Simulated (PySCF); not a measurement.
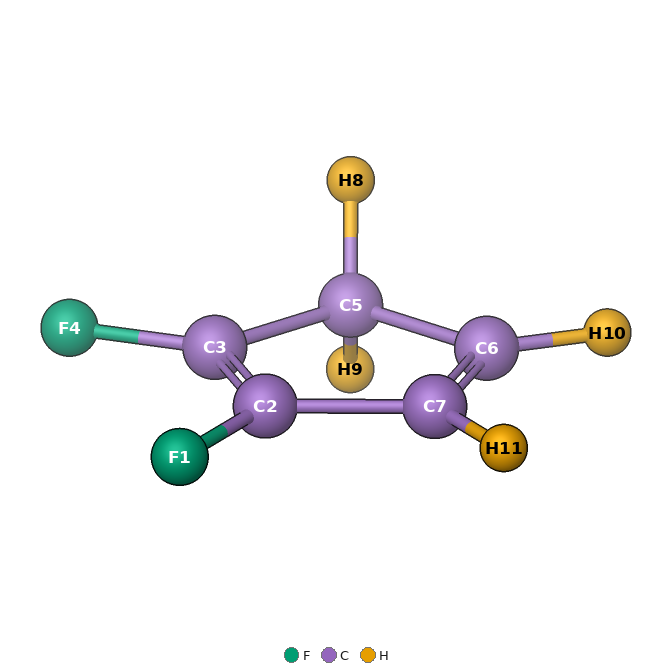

Depth is shown by fading: the farther an atom, the more it takes the colour of the background. Computed geometry: PBE0-D3(BJ)/def2-SVP optimisation. No frequency run is at hand to confirm it as a minimum.

### How is the 5-membered ring C2–C3–C5–C6–C7 puckered?

It is planar. The Cremer–Pople amplitude Q is 0.00 Å.

### Give the torsion angles round the ring, beginning with the bond from its second to its third atom.

0°, 0°, 0°, 0°, 0°.
